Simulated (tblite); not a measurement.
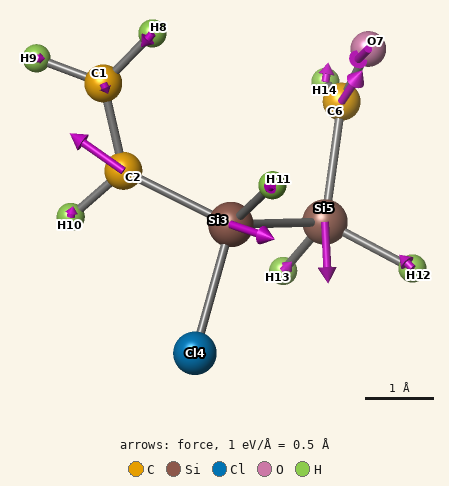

Starting geometry of C₃H₇ClOSi₂ with the computed forces as purple arrows. The picture is a ball-and-stick view, seen at a tilt.

The calculation used GFN2-xTB geometry optimisation, gas phase in tblite 0.8.0. 

**What follows when this structure is relaxed?**

It isn't relaxed: the largest force vector, on C2, is 1.97 eV/Å. The final displacements have little in common with the starting forces (cosine between the two patterns 0.15). The atom that moves furthest after the best rigid fit is H14 (1.08 Å). Largest moves by element: H 1.08 Å, O 0.75 Å, C 0.29 Å, Cl 0.18 Å, Si 0.15 Å. Among the contacts that change: C2–Si3 1.822 → 1.888 Å, Si5–C6 1.860 → 1.920 Å, Si5–H12 1.499 → 1.470 Å, Si3–H11 1.493 → 1.469 Å. Among the angles between lasting bonds that change: C6–Si5–H12 111.9° → 104.5°, Si3–Si5–H13 110.4° → 117.3°, Si3–Si5–H12 111.7° → 118.0°. Groups turn about Si5–C6 by about 60°, C2–Si3 by about 35°. The energy falls by 24.4 kJ/mol in 160 geometry steps. The run took 2.2 s on 1 thread of Arm Neoverse N1, on a shared host.
